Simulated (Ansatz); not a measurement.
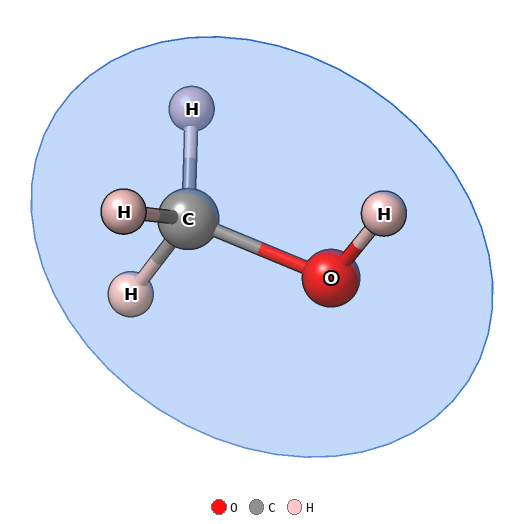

All proper rotation axes (lines) and mirror planes (discs) of the structure are drawn in. Depth is shown by fading: the farther an atom, the more it takes the colour of the background. The computed structure is the end point of a PBE0-D4/def2-TZVP optimisation.

> Name the symmetry elements and the point group.

It has 1 mirror plane. Point group Cs. The group has 2 operations. The geometry is achiral, and symmetry allows a dipole moment.
